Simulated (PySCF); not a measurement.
**C4H16FNSi3: NMR shifts in solvents**

Aim: compute the NMR shifts of C4H16FNSi3 (`CC(C)(C)[SiH2]N([SiH3])[SiH2]F`), and see what a dielectric continuum does where one was used.

The runs use PySCF 2.14.0, with density-fitted response routines of our own; the level of theory stands in each step. All values are computed, except where a source is named. Atoms are numbered from 0 throughout.

### Step 1. The starting structure

25 atoms, charge 0, multiplicity 1; geometry from: GFN2-xTB.

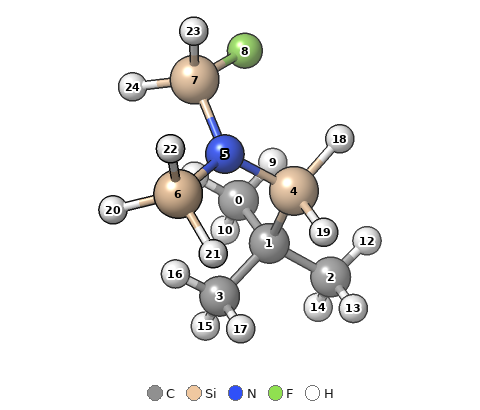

As it starts; carbon grey, silicon light orange, nitrogen blue, fluorine green, hydrogen white, atoms numbered; sticks join atoms by distance.

### Step 2. Relaxing the molecule at PBE0-D3(BJ)/def2-SVP

Job settings and geometry (Å):

```
{"job": {"xc": "PBE0", "basis": "def2-SVP", "d3": "d3bj", "grid": 1, "kind": "geom"}, "charge": 0, "multiplicity": 1}
C     -1.351509    -1.414874     0.353886
C     -1.306081     0.076921     0.021872
C     -2.588195     0.738890     0.527412
C     -1.229411     0.244739    -1.496627
Si     0.199702     0.907037     0.864628
N      1.708179     0.244256     0.263894
Si     2.496408     0.869950    -1.160280
Si     2.401978    -1.176228     0.957665
F      1.550361    -1.575008     2.259412
H     -1.418219    -1.570629     1.428314
H     -2.215979    -1.887019    -0.114476
H     -0.453254    -1.914929    -0.003630
H     -2.680441     0.631558     1.605614
H     -2.590602     1.800945     0.292660
H     -3.463700     0.284683     0.063617
H     -2.083921    -0.232053    -1.978704
H     -0.319797    -0.206265    -1.889492
H     -1.229266     1.298493    -1.768902
H      0.158331     0.716017     2.313776
H      0.235093     2.339594     0.547840
H      2.430765    -0.130637    -2.231899
H      1.806688     2.094026    -1.551721
H      3.898488     1.125859    -0.823180
H      3.744021    -0.908086     1.448428
H      2.289426    -2.333095     0.079031
```

Launch:

```bash
$ OMP_NUM_THREADS=1 python probes_run.py task.json out
```

One launch serves the whole session: the jobs run in the order shown.

Standard output:

```text
step   0  E = -1184.04121445  max force = 0.014785
step   1  E = -1184.04746090  max force = 0.003289
step   2  E = -1184.04780951  max force = 0.001347
step   3  E = -1184.04787506  max force = 0.000578
step   4  E = -1184.04791151  max force = 0.000741
step   5  E = -1184.04794985  max force = 0.001031
step   6  E = -1184.04802939  max force = 0.001146
step   7  E = -1184.04836984  max force = 0.002158
step   8  E = -1184.04861066  max force = 0.001302
step   9  E = -1184.04908237  max force = 0.002186
step  10  E = -1184.04940031  max force = 0.003200
step  11  E = -1184.04896025  max force = 0.006200
step  12  E = -1184.05034510  max force = 0.003563
step  13  E = -1184.05061732  max force = 0.001973
step  14  E = -1184.05124454  max force = 0.002907
step  15  E = -1184.05143140  max force = 0.002332
step  16  E = -1184.05165396  max force = 0.000696
step  17  E = -1184.05177830  max force = 0.000637
step  18  E = -1184.05185339  max force = 0.000994
step  19  E = -1184.05050892  max force = 0.004115
step  20  E = -1184.05168994  max force = 0.002607
step  21  E = -1184.05202655  max force = 0.001226
step  22  E = -1184.05181109  max force = 0.001459
step  23  E = -1184.05205032  max force = 0.000606
step  24  E = -1184.05210763  max force = 0.000345
step  25  E = -1184.05212091  max force = 0.000223
optimisation converged
```

Run time: 33 min. Hardware: 1 thread, shared host.

Step by step: (the energy doesn't fall at every step)

```tsv
step	energy from step 0 (eV)	largest force component (eV/Å)
0	0.0000	0.7603
1	-0.1700	0.1691
2	-0.1795	0.0693
3	-0.1812	0.0297
4	-0.1822	0.0381
5	-0.1833	0.0530
6	-0.1854	0.0589
7	-0.1947	0.1110
8	-0.2013	0.0670
9	-0.2141	0.1124
10	-0.2227	0.1646
11	-0.2108	0.3188
12	-0.2485	0.1832
13	-0.2559	0.1015
14	-0.2729	0.1495
15	-0.2780	0.1199
16	-0.2841	0.0358
17	-0.2875	0.0328
18	-0.2895	0.0511
19	-0.2529	0.2116
20	-0.2851	0.1341
21	-0.2942	0.0630
22	-0.2883	0.0750
23	-0.2949	0.0312
24	-0.2964	0.0177
25	-0.2968	0.0115
```

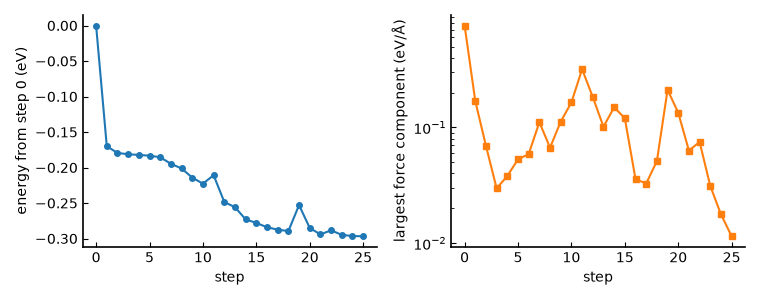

Energy and force, step by step.

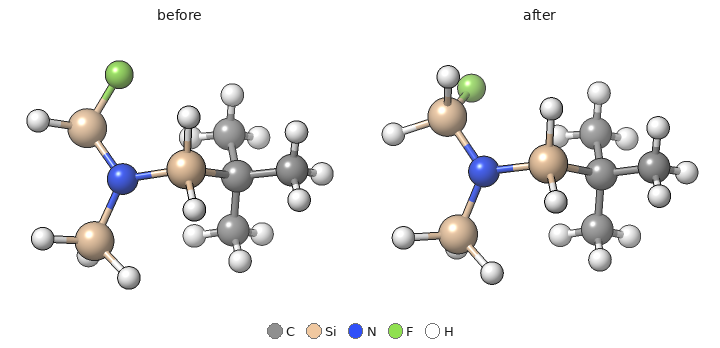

The geometry before (left) and after (right).

Close pairs (by a distance rule), those that changed most:

```tsv
bond	before (Å)	after (Å)	change (Å)
Si4–H18	1.462	1.497	+0.035
Si6–H21	1.459	1.492	+0.033
Si7–H23	1.454	1.485	+0.031
Si7–H24	1.457	1.488	+0.031
Si4–H19	1.468	1.497	+0.029
Si6–H22	1.465	1.494	+0.029
Si6–H20	1.468	1.495	+0.028
Si7–F8	1.606	1.630	+0.025
```

The end geometry stands in the next job.

```tsv
at the end point	value
point group (found at 0.08 Å tolerance)	C1
rotational constants (GHz, main isotopes)	1.251, 0.698, 0.560
dipole moment (D)	1.21
```

### Step 3. Nuclear shieldings: PBE0/pcSseg-1 in acetone

Job settings and geometry (Å):

```
{"job": {"kind": "nmr", "xc": "PBE0", "basis": "pcSseg-1", "solvent": "acetone", "pop": true}, "charge": 0, "multiplicity": 1}
C     -1.592627    -1.328896     0.612188
C     -1.482377     0.172167     0.337094
C     -2.693578     0.908387     0.918309
C     -1.391885     0.424477    -1.169696
Si     0.055803     0.868728     1.202276
N      1.573120     0.157913     0.630998
Si     2.273022     0.655458    -0.905582
Si     2.336573    -1.092874     1.549966
F      1.458593    -2.465327     1.489278
H     -1.675896    -1.542872     1.689837
H     -2.492257    -1.741171     0.121901
H     -0.719744    -1.883350     0.235949
H     -2.785192     0.755508     2.006176
H     -2.645211     1.993939     0.732471
H     -3.625447     0.537320     0.456447
H     -2.309738     0.071069    -1.672125
H     -0.547871    -0.117314    -1.626917
H     -1.278463     1.494963    -1.406657
H     -0.022730     0.572440     2.667616
H      0.114817     2.348742     0.986757
H      2.080577    -0.374411    -1.972470
H      1.603344     1.920182    -1.327351
H      3.740058     0.891236    -0.753440
H      2.433407    -0.740203     2.989152
H      3.659183    -1.386503     0.935380
```

With the program's defaults for keys left out, this is: GIAO PBE0/pcSseg-1 NMR shielding, non-relativistic, IEF-PCM acetone.

Standard output:

```text
coarse grid: 21288 points
cycle   1  E = -1184.3096776626  dE =  4.092e-01  |g| = 7.337e-01  |ddm| = 4.335e+00
cycle   2  E = -1184.2174182560  dE =  9.226e-02  |g| = 1.031e+00  |ddm| = 1.346e+00
cycle   3  E = -1184.4147532553  dE = -1.973e-01  |g| = 7.863e-02  |ddm| = 8.375e-01
cycle   4  E = -1184.4158037368  dE = -1.050e-03  |g| = 3.592e-02  |ddm| = 1.005e-01
cycle   5  E = -1184.4160907689  dE = -2.870e-04  |g| = 1.189e-02  |ddm| = 3.659e-02
cycle   6  E = -1184.4161149230  dE = -2.415e-05  |g| = 3.190e-03  |ddm| = 1.027e-02
cycle   7  E = -1184.4161169533  dE = -2.030e-06  |g| = 4.797e-04  |ddm| = 2.844e-03
final grid: 189160 points
cycle   8  E = -1184.4713464080  dE = -4.337e-05  |g| = 9.106e-03  |ddm| = 3.230e-02
cycle   9  E = -1184.4713315125  dE =  1.490e-05  |g| = 1.206e-02  |ddm| = 1.825e-02
cycle  10  E = -1184.4713671128  dE = -3.560e-05  |g| = 1.176e-03  |ddm| = 1.059e-02
cycle  11  E = -1184.4713673870  dE = -2.742e-07  |g| = 3.592e-04  |ddm| = 1.154e-03
cycle  12  E = -1184.4713674127  dE = -2.565e-08  |g| = 9.600e-05  |ddm| = 3.477e-04
cycle  13  E = -1184.4713674146  dE = -1.950e-09  |g| = 2.800e-05  |ddm| = 9.926e-05
cycle  14  E = -1184.4713674148  dE = -1.723e-10  |g| = 1.640e-06  |ddm| = 2.745e-05
converged SCF energy = -1184.4713674148

GIAO shielding tensors (ppm)
atom      isotropic    diamagn.    paramagn.     s11        s22        s33       span
  0 C      158.308     250.309     -92.000    143.655    147.879    183.391     39.736
  1 C      164.736     250.657     -85.921    160.115    162.492    171.601     11.485
  2 C      160.269     247.433     -87.164    144.420    148.014    188.373     43.952
  3 C      157.143     251.648     -94.505    144.234    144.990    182.205     37.971
  4 Si     352.644     883.259    -530.615    303.861    350.699    403.370     99.509
  5 N      231.843     334.853    -103.010    173.548    248.104    273.877    100.329
  6 Si     393.737     880.174    -486.437    356.580    364.768    459.862    103.282
  7 Si     361.385     878.718    -517.334    341.786    360.380    381.988     40.201
  8 F      345.885     472.629    -126.745    280.052    348.856    408.745    128.693
  9 H       30.311      32.602      -2.291     26.670     27.744     36.518      9.848
 10 H       30.393      32.173      -1.781     26.495     28.036     36.646     10.151
 11 H       29.824      33.916      -4.093     24.817     29.150     35.505     10.688
 12 H       30.354      30.197       0.157     25.823     28.007     37.233     11.410
 13 H       30.300      30.327      -0.027     25.906     27.941     37.054     11.148
 14 H       30.372      30.005       0.367     26.629     27.635     36.853     10.224
 15 H       30.270      32.683      -2.413     26.417     27.859     36.534     10.117
 16 H       30.026      34.721      -4.695     25.367     29.305     35.407     10.040
 17 H       30.035      33.329      -3.294     26.247     27.605     36.254     10.007
 18 H       26.714      32.569      -5.855     22.896     26.456     30.792      7.896
 19 H       26.689      31.970      -5.281     22.681     26.126     31.261      8.580
 20 H       26.363      30.497      -4.135     22.746     24.761     31.581      8.834
 21 H       26.514      30.396      -3.882     23.008     26.068     30.466      7.458
 22 H       26.449      28.636      -2.187     22.468     24.481     32.398      9.930
 23 H       26.215      28.047      -1.832     22.927     24.085     31.634      8.707
 24 H       26.205      27.573      -1.368     22.364     24.668     31.582      9.218
```

Run time: 3 min. Hardware: 1 thread, shared host.

Shifts follow as δ = σ(reference) − σ, with reference shieldings (ppm) from runs at the same level and on the same kind of geometry: 1H TMS 31.24, 13C TMS 185.4, 29Si TMS 351.8, 19F CFCl3 180.4, 15N NH3 268.4. The references are single molecules in the same continuum, so shifts against H2O, NH3, PH3, H3PO4 or CFCl3 are not on the usual liquid scales and can be off by tens of ppm. Atoms listed in one row are averaged.

```tsv
atoms	environment	σ (ppm)	δ (ppm)
C0, C2, C3	methyl carbon	158.6	26.9
C1	fully substituted sp3 carbon bonded to Si	164.7	20.7
H23, H24	hydrogen on a silicon bonded to F, N	26.21	5.03
H20, H21, H22	hydrogen on a silicon bonded to N	26.44	4.80
H18, H19	hydrogen on a silicon bonded to C, N	26.70	4.54
H9, H10, H11, H12, H13 and 4 more	hydrogen on a methyl carbon	30.21	1.03
Si4	silicon bonded to C, N, 2 H	352.6	-0.9
Si7	silicon bonded to F, N, 2 H	361.4	-9.6
Si6	silicon bonded to N, 3 H	393.7	-42.0
N5	nitrogen bonded to 3 Si	231.8	36.6
F8	fluorine bonded to Si	345.9	-165.5
```

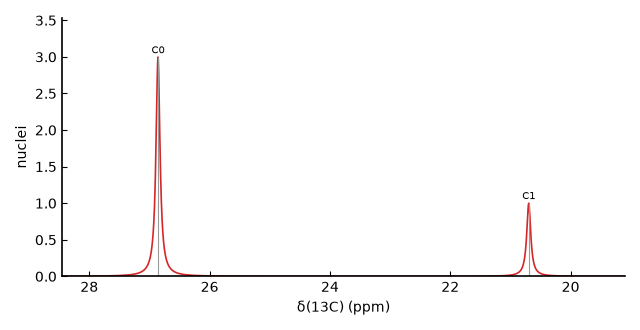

13C lines at the computed shifts, without couplings. Lines are broadened to a width of 0.08 ppm (Lorentzian).

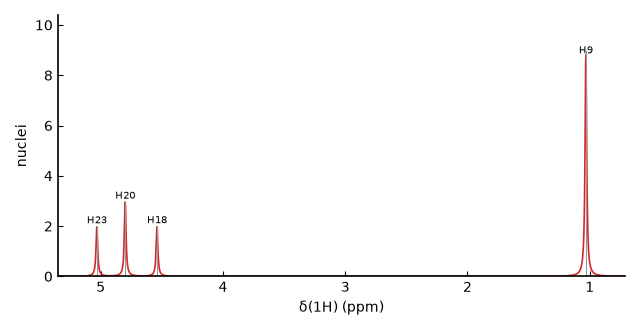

1H lines at the computed shifts, without couplings. Lines are broadened to a width of 0.02 ppm (Lorentzian).

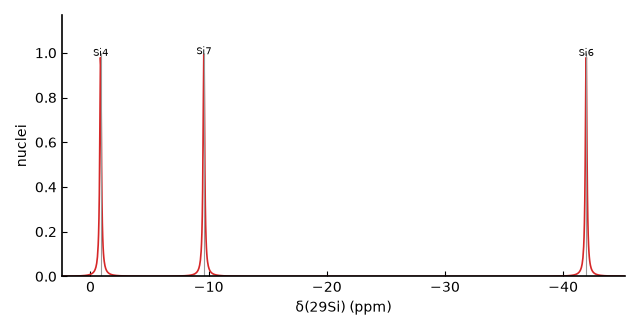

29Si lines at the computed shifts, without couplings. Lines are broadened to a width of 0.16 ppm (Lorentzian).

The run also stored atomic charges by several schemes (e):

```tsv
atoms	Mulliken	IAO	Hirshfeld	ESP fit
C0, C2, C3	-0.21	-0.41	-0.12	-0.56
C1	-0.75	-0.21	-0.06	0.61
Si4	0.79	0.85	0.36	0.27
N5	-1.10	-1.02	-0.34	-0.47
Si6	0.60	0.71	0.35	0.44
Si7	1.03	1.14	0.44	0.67
F8	-0.45	-0.55	-0.21	-0.33
```

IAO charges:

C0 -0.41; C1 -0.21; C2 -0.41; C3 -0.41; Si4 0.85; N5 -1.02; Si6 0.71; Si7 1.14; F8 -0.55; H9 0.13; H10 0.13; H11 0.14; H12 0.14; H13 0.14; H14 0.14; H15 0.14; H16 0.13; H17 0.14; H18 -0.13; H19 -0.13; H20 -0.13; H21 -0.11; H22 -0.12; H23 -0.14; H24 -0.14

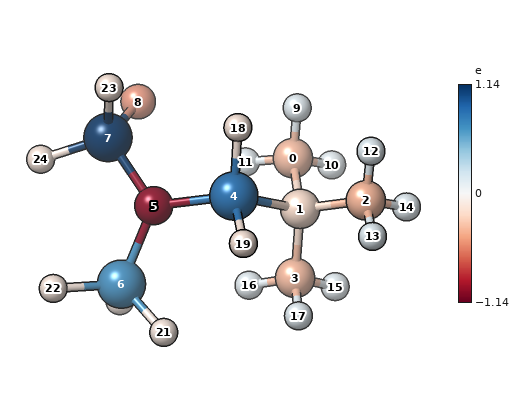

IAO charges, as colours on the atoms.

Mayer bond orders: C0–C1 1.02, C1–C2 1.01, C1–C3 1.01, C1–Si4 0.84, Si4–N5 0.82, N5–Si6 0.86, N5–Si7 0.97, Si7–F8 0.88.

### Step 4. Nuclear shieldings: PBE0/pcSseg-1 in acetonitrile

Same as in step 3 but for these lines:

```diff
@@ -1,2 +1,2 @@
-{"job": {"kind": "nmr", "xc": "PBE0", "basis": "pcSseg-1", "solvent": "acetone", "pop": true}, "charge": 0, "multiplicity": 1}
+{"job": {"kind": "nmr", "xc": "PBE0", "basis": "pcSseg-1", "solvent": "acetonitrile", "pop": false}, "charge": 0, "multiplicity": 1}
 C     -1.592627    -1.328896     0.612188
```

Level: GIAO PBE0/pcSseg-1 NMR shielding, non-relativistic, IEF-PCM acetonitrile.

Standard output:

```text
coarse grid: 21288 points
cycle   1  E = -1184.3098868691  dE =  4.091e-01  |g| = 7.335e-01  |ddm| = 4.335e+00
cycle   2  E = -1184.2180519312  dE =  9.183e-02  |g| = 1.029e+00  |ddm| = 1.343e+00
cycle   3  E = -1184.4148627425  dE = -1.968e-01  |g| = 7.856e-02  |ddm| = 8.351e-01
cycle   4  E = -1184.4159108628  dE = -1.048e-03  |g| = 3.596e-02  |ddm| = 1.003e-01
cycle   5  E = -1184.4161983269  dE = -2.875e-04  |g| = 1.189e-02  |ddm| = 3.655e-02
cycle   6  E = -1184.4162224234  dE = -2.410e-05  |g| = 3.179e-03  |ddm| = 1.025e-02
cycle   7  E = -1184.4162244403  dE = -2.017e-06  |g| = 4.790e-04  |ddm| = 2.837e-03
final grid: 189160 points
cycle   8  E = -1184.4714537355  dE = -4.338e-05  |g| = 9.104e-03  |ddm| = 3.230e-02
cycle   9  E = -1184.4714389120  dE =  1.482e-05  |g| = 1.205e-02  |ddm| = 1.824e-02
cycle  10  E = -1184.4714744359  dE = -3.552e-05  |g| = 1.174e-03  |ddm| = 1.056e-02
cycle  11  E = -1184.4714747094  dE = -2.735e-07  |g| = 3.588e-04  |ddm| = 1.151e-03
cycle  12  E = -1184.4714747350  dE = -2.560e-08  |g| = 9.593e-05  |ddm| = 3.475e-04
cycle  13  E = -1184.4714747370  dE = -1.949e-09  |g| = 2.801e-05  |ddm| = 9.919e-05
cycle  14  E = -1184.4714747371  dE = -1.769e-10  |g| = 1.626e-06  |ddm| = 2.765e-05
converged SCF energy = -1184.4714747371

GIAO shielding tensors (ppm)
atom      isotropic    diamagn.    paramagn.     s11        s22        s33       span
  0 C      158.338     250.333     -91.994    143.686    147.905    183.424     39.738
  1 C      164.737     250.639     -85.902    160.114    162.491    171.607     11.493
  2 C      160.302     247.440     -87.138    144.449    148.053    188.403     43.954
  3 C      157.171     251.659     -94.488    144.255    145.024    182.234     37.979
  4 Si     352.645     883.258    -530.613    303.861    350.698    403.377     99.516
  5 N      231.809     334.854    -103.044    173.501    248.051    273.877    100.376
  6 Si     393.723     880.171    -486.449    356.571    364.766    459.831    103.261
  7 Si     361.327     878.718    -517.391    341.785    360.314    381.883     40.098
  8 F      346.050     472.656    -126.605    280.294    349.020    408.837    128.543
  9 H       30.312      32.607      -2.295     26.673     27.745     36.519      9.846
 10 H       30.389      32.173      -1.784     26.491     28.033     36.644     10.154
 11 H       29.831      33.931      -4.100     24.826     29.158     35.509     10.683
 12 H       30.353      30.195       0.158     25.820     28.005     37.234     11.414
 13 H       30.297      30.323      -0.026     25.901     27.938     37.053     11.152
 14 H       30.370      30.003       0.367     26.624     27.634     36.852     10.228
 15 H       30.268      32.682      -2.414     26.413     27.858     36.534     10.120
 16 H       30.026      34.722      -4.696     25.366     29.304     35.409     10.042
 17 H       30.032      33.326      -3.294     26.243     27.600     36.252     10.009
 18 H       26.715      32.572      -5.856     22.897     26.457     30.793      7.895
 19 H       26.690      31.972      -5.283     22.682     26.126     31.262      8.580
 20 H       26.363      30.499      -4.135     22.748     24.762     31.581      8.833
 21 H       26.513      30.395      -3.881     23.006     26.068     30.466      7.459
 22 H       26.449      28.636      -2.187     22.468     24.481     32.397      9.929
 23 H       26.214      28.045      -1.831     22.926     24.083     31.633      8.707
 24 H       26.202      27.569      -1.367     22.361     24.665     31.580      9.219
```

Run time: 2.8 min. Hardware: 1 thread, shared host.

In short: δ C0 26.9, C1 20.7, Si4 -0.9, Si7 -9.6, H23 5.03, H20 4.80 ppm (means over like atoms).

### Step 5. Side by side: NMR shifts

Shifts (ppm) of some atoms, chosen among heavy atoms and hydrogens apart, means over like atoms, with basis size and wall time:

```tsv
run	C1	H20	H18	Si4	Si7	N5	F8	functions	time
PBE0/pcSseg-1 in acetone	20.7	4.80	4.54	-0.9	-9.6	36.6	-165.5	254	3 min
PBE0/pcSseg-1 in acetonitrile	20.7	4.80	4.54	-0.9	-9.6	36.7	-165.5	254	2.8 min
```

The continuum's effect on the ground state:

```tsv
solvent	ε	polarisation energy (Eh)	μ (D)
acetone	20.49	-0.0033	1.60
acetonitrile	35.69	-0.0034	1.61
```

### Step 6. Results

```
                                                                        quantity                       value
                                                                     point group                          C1
                                            rotational constants (main isotopes)        1.25, 0.70, 0.56 GHz
13C shifts against TMS (PBE0/pcSseg-1, acetone, means over atoms taken as alike)              26.9, 20.7 ppm
 1H shifts against TMS (PBE0/pcSseg-1, acetone, means over atoms taken as alike)  5.03, 4.80, 4.54, 1.03 ppm
                                29Si shifts against TMS (PBE0/pcSseg-1, acetone)       -0.9, -9.6, -42.0 ppm
                                 15N shifts against NH3 (PBE0/pcSseg-1, acetone)                    36.6 ppm
                               19F shifts against CFCl3 (PBE0/pcSseg-1, acetone)                  -165.5 ppm
                                                        range of the shift of N5            36.6 to 36.7 ppm
```

In words: The optimisation took 25 steps and gained 0.297 eV; among the close pairs (by a distance rule), Si4–H18 changed most, from 1.462 to 1.497 Å. No frequency check was run at this level, so the end point may be a saddle. At PBE0/pcSseg-1: The largest span, 129 ppm, is at F8, where the paramagnetic term is -127 ppm. In ppm, N5 moves most: its shift spreads over 0.1 ppm, from 36.6 (PBE0/pcSseg-1 in acetone) to 36.7 (PBE0/pcSseg-1 in acetonitrile). Most of that comes from the computed reference, not from the atom's own shielding. The continuum holds electrostatics alone: no hydrogen bonds to the solvent, and the gas-phase geometry is kept.
